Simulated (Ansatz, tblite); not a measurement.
**C26H26Se4Si2: spin states and exact exchange**

Is the singlet the ground state of C26H26Se4Si2? Other spin states are computed and compared level by level.

Computed with Ansatz 0.2.0, Gaussian basis. Level: as each input shows.

The runs, in order: triplet, at the geometry of the singlet (GFN1-xTB, GFN2-xTB, PBE0-D4/def2-SVP, PBE-D4/def2-SVP); the singlet's energies come from earlier runs.

1 further run of the same task is left out (set aside as unsound or not needed). Runs told in other sessions of the task aren't counted.

## Step 1: The relaxed structure

The singlet was relaxed beforehand with PBE-D4/def2-SVP.

SMILES `C[Si](C)(C)C#Cc1ccc(-c2ccc(-c3ccc(-c4ccc(C#C[Si](C)(C)C)[se]4)[se]3)[se]2)[se]1`, 58 atoms, charge 0, spin multiplicity 1.

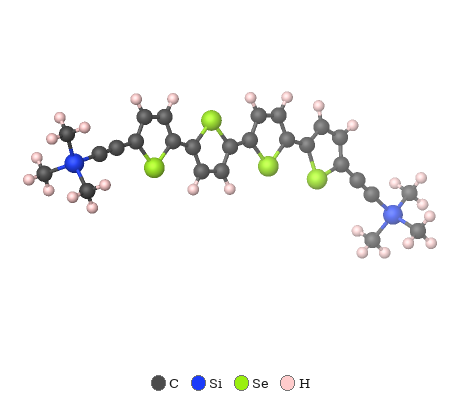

The structure; carbon dark grey, silicon blue, selenium green, hydrogen pink.

## Step 2: Triplet at the fixed geometry, GFN1-xTB

Tight binding, by tblite at 300 K electronic temperature and without a spin-polarisation term:

```python
tblite.interface.Calculator('GFN1-xTB', numbers, positions, charge=0, uhf=2).singlepoint()
```

Energy -2337.4195 eV; 0.29 s.

## Step 3: Triplet at the fixed geometry, GFN2-xTB

Tight binding, by tblite at 300 K electronic temperature and without a spin-polarisation term:

```python
tblite.interface.Calculator('GFN2-xTB', numbers, positions, charge=0, uhf=2).singlepoint()
```

Energy -2307.8153 eV; 0.25 s.

## Step 4: Triplet at the fixed geometry, PBE0-D4/def2-SVP

Contents of in.yaml:

```yaml
crystal:
  periodic: [false, false, false]
  atoms:
    - {symbol: C, position_ang: [11.175308, -3.078201, 0.896650]}
    - {symbol: Si, position_ang: [11.240206, -1.192021, 1.022058]}
    - {symbol: C, position_ang: [11.484617, -0.661993, 2.821576]}
    - {symbol: C, position_ang: [12.623139, -0.499829, -0.065804]}
    - {symbol: C, position_ang: [9.636665, -0.506210, 0.412763]}
    - {symbol: C, position_ang: [8.572639, -0.031770, -0.011587]}
    - {symbol: C, position_ang: [7.364402, 0.497586, -0.485568]}
    - {symbol: C, position_ang: [7.157197, 1.516364, -1.418447]}
    - {symbol: C, position_ang: [5.808445, 1.831867, -1.698467]}
    - {symbol: C, position_ang: [4.847418, 1.090812, -1.003338]}
    - {symbol: C, position_ang: [3.416575, 1.210761, -1.097799]}
    - {symbol: C, position_ang: [2.684452, 2.111971, -1.874461]}
    - {symbol: C, position_ang: [1.278527, 2.012710, -1.776921]}
    - {symbol: C, position_ang: [0.786981, 1.026051, -0.919578]}
    - {symbol: C, position_ang: [-0.572360, 0.689241, -0.614795]}
    - {symbol: C, position_ang: [-1.062450, -0.287180, 0.254244]}
    - {symbol: C, position_ang: [-2.469390, -0.384471, 0.349091]}
    - {symbol: C, position_ang: [-3.201271, 0.505268, -0.438186]}
    - {symbol: C, position_ang: [-4.625103, 0.646635, -0.555804]}
    - {symbol: C, position_ang: [-5.350965, 1.544054, -1.342695]}
    - {symbol: C, position_ang: [-6.759625, 1.452530, -1.256308]}
    - {symbol: C, position_ang: [-7.250150, 0.474347, -0.389498]}
    - {symbol: C, position_ang: [-8.579083, 0.141823, -0.090284]}
    - {symbol: C, position_ang: [-9.745900, -0.169385, 0.190179]}
    - {symbol: Si, position_ang: [-11.481828, -0.635832, 0.612792]}
    - {symbol: C, position_ang: [-11.914903, -2.239199, -0.292429]}
    - {symbol: C, position_ang: [-11.589261, -0.887395, 2.483753]}
    - {symbol: C, position_ang: [-12.625933, 0.763581, 0.063026]}
    - {symbol: Se, position_ang: [-5.809718, -0.462457, 0.423219]}
    - {symbol: Se, position_ang: [-2.018494, 1.611737, -1.428559]}
    - {symbol: Se, position_ang: [2.236289, 0.094958, -0.122142]}
    - {symbol: Se, position_ang: [5.693147, -0.151945, 0.145325]}
    - {symbol: H, position_ang: [11.011295, -3.401610, -0.151351]}
    - {symbol: H, position_ang: [12.127766, -3.525313, 1.251287]}
    - {symbol: H, position_ang: [10.351551, -3.490509, 1.514376]}
    - {symbol: H, position_ang: [10.667038, -1.046587, 3.465214]}
    - {symbol: H, position_ang: [12.446093, -1.052878, 3.217028]}
    - {symbol: H, position_ang: [11.498615, 0.443415, 2.912458]}
    - {symbol: H, position_ang: [12.476516, -0.790849, -1.125359]}
    - {symbol: H, position_ang: [13.609634, -0.884990, 0.265214]}
    - {symbol: H, position_ang: [12.650371, 0.607187, -0.014578]}
    - {symbol: H, position_ang: [8.006071, 2.024956, -1.896429]}
    - {symbol: H, position_ang: [5.526216, 2.612158, -2.419339]}
    - {symbol: H, position_ang: [3.177071, 2.855629, -2.516578]}
    - {symbol: H, position_ang: [0.602145, 2.673119, -2.340994]}
    - {symbol: H, position_ang: [-0.387411, -0.937585, 0.831134]}
    - {symbol: H, position_ang: [-2.965225, -1.117273, 1.003817]}
    - {symbol: H, position_ang: [-4.848423, 2.277776, -1.991394]}
    - {symbol: H, position_ang: [-7.441563, 2.100413, -1.824372]}
    - {symbol: H, position_ang: [-11.842250, -2.107413, -1.390359]}
    - {symbol: H, position_ang: [-11.226766, -3.057932, -0.000677]}
    - {symbol: H, position_ang: [-12.950146, -2.557116, -0.050124]}
    - {symbol: H, position_ang: [-11.326571, 0.043281, 3.025549]}
    - {symbol: H, position_ang: [-10.895027, -1.684608, 2.817727]}
    - {symbol: H, position_ang: [-12.617630, -1.181547, 2.779366]}
    - {symbol: H, position_ang: [-12.365727, 1.712583, 0.573346]}
    - {symbol: H, position_ang: [-13.681412, 0.520849, 0.303145]}
    - {symbol: H, position_ang: [-12.551799, 0.930472, -1.030144]}
basis:
  gaussian: {orbitals: def2-SVP, fitting: {mean_field: def2-universal-jkfit}}
magnetization: {spin_polarized: true, initial_magnetization: 2}
hamiltonian: {xc: pbe0, dispersion: d4}
scf: {omitted_lower_state_checks: [starts]}
output: {orbitals: {seedname: orbitals}}
```

Command:

```bash
$ ansatz run in.yaml --threads 2 --pin off --events-out ev --progress --plain --max-ram 20480MiB --backend cuda --devices 0, --max-vram 18GiB
```

Log:

```text
Functional definition: PBE0
  name "PBE0"
  cite "Adamo & Barone, J. Chem. Phys. 110, 6158 (1999) doi:10.1063/1.478522"
  cite "Perdew, Burke & Ernzerhof, Phys. Rev. Lett. 77, 3865 (1996) doi:10.1103/PhysRevLett.77.3865"
  parent pbe
  parameter a = 0.25
  parameter kappa = 0.804
  parameter beta = 0.06672455060314922
  exchange = (1 - a)*pbe_x(kappa = kappa, mu = beta*pi^2/3) + a*exact_x
  correlation = pbe_c(beta = beta)
these checks for a lower state are left out or cut short: starts
3738 factors; integrals over basis functions are off by at most 2.5e-1 eV
mean field evaluation 1: about -304353.4316 eV, gradient 1.0e2 eV
mean field evaluation 2: about -304273.5719 eV, gradient 1.5e2 eV
mean field evaluation 4: about -304400.8750 eV, gradient 3.2e1 eV
mean field evaluation 8: about -304410.1656 eV, gradient 2.2e0 eV
mean field evaluation 16: about -304410.2424 eV, gradient 8.5e-2 eV
mean field evaluation 32: about -304410.2433 eV, gradient 1.0e-3 eV
mean field -304410.24332165 eV, -11186.8701053968 hartree, gradient 1.5e-5 eV, S^2 2.054001; 0 other end points of the search recorded, 0 dependent functions left out
reference -304410.24340924 eV, -11186.8701086158 hartree; 174, 172 occupied and 484, 486 virtual orbitals, 3738 factors
Total energy: -304412.30560747 eV, -11186.9458930028 hartree
Checks for a lower state left out: starts
```

Wall time 20 s (1 × H100 (card shared with other runs) with 2 threads of AMD EPYC 7R13, shared host); peak host memory 1.4 GiB.

Report: HOMO -3.85 eV, LUMO -4.08 eV (over both spins; with the spin held, an empty level of the minority spin lies below the top filled one); ⟨S²⟩ 2.054 (pure: 2.00).

## Step 5: Triplet at the fixed geometry, PBE-D4/def2-SVP

start.molden holds the orbitals of an earlier run on this state, given as this run's starting guess.

in.yaml, as its differences from that of step 4:

```diff
@@ -62,5 +62,5 @@
 basis:
-  gaussian: {orbitals: def2-SVP, fitting: {mean_field: def2-universal-jkfit}}
+  gaussian: {orbitals: def2-SVP, fitting: {mean_field: def2-universal-jkfit}, initial_orbitals: start.molden}
 magnetization: {spin_polarized: true, initial_magnetization: 2}
-hamiltonian: {xc: pbe0, dispersion: d4}
+hamiltonian: {xc: pbe, dispersion: d4}
 scf: {omitted_lower_state_checks: [starts]}
```

Launched as before.

Log:

```text
Functional definition: PBE
  name "PBE"
  cite "Perdew, Burke & Ernzerhof, Phys. Rev. Lett. 77, 3865 (1996) doi:10.1103/PhysRevLett.77.3865"
  parent pbe
  parameter kappa = 0.804
  parameter beta = 0.06672455060314922
  exchange = pbe_x(kappa = kappa, mu = beta*pi^2/3)
  correlation = pbe_c(beta = beta)
these checks for a lower state are left out or cut short: starts
3738 factors; integrals over basis functions are off by at most 2.5e-1 eV
mean field evaluation 1: about -304397.5563 eV, gradient 1.2e1 eV
mean field evaluation 2: about -304398.0933 eV, gradient 7.3e-1 eV
mean field evaluation 4: about -304398.1082 eV, gradient 8.0e-2 eV
mean field evaluation 8: about -304398.1084 eV, gradient 2.6e-5 eV
mean field -304398.10836258 eV, -11186.4241538764 hartree, gradient 2.6e-5 eV, S^2 2.007177; 0 other end points of the search recorded, 0 dependent functions left out
reference -304398.10847319 eV, -11186.4241579413 hartree; 174, 172 occupied and 484, 486 virtual orbitals, 3738 factors
Total energy: -304400.48812148 eV, -11186.5116084030 hartree
Checks for a lower state left out: starts
```

It took 8.5 s on 1 × H100 (card shared with other runs) with 2 threads of AMD EPYC 7R13, shared host; peak host memory 1.3 GiB.

HOMO -3.23 eV, LUMO -4.42 eV (over both spins; with the spin held, an empty level of the minority spin lies below the top filled one); ⟨S²⟩ 2.007 (pure: 2.00).

## Step 6: Triplet less singlet, vertical

The singlet's energies are those of its earlier runs, whose logs aren't repeated here.

```csv
level,"triplet less singlet, vertical (kcal/mol)",time
GFN1-xTB,+33.4,0.55 s
GFN2-xTB,+32.3,0.47 s
PBE-D4/def2-SVP,+30.6,17 s
PBE0-D4/def2-SVP,+34.0,31 s
```

Times add the two runs; a level without a time comes out of a correlated run. Tight binding without a spin term can't rank spin states.

## Step 7: What came out

```
                                               quantity                                       value
triplet less singlet, vertical, functionals in def2-SVP  +30.6 (PBE-D4) to +34.0 kcal/mol (PBE0-D4)
```

What this shows: All functionals put the triplet above the singlet, over a spread of 3.4 kcal/mol. The checks for a lower triplet were left out, so another state of that spin may lie lower. These are electronic energies, without zero-point motion, entropy or surroundings.
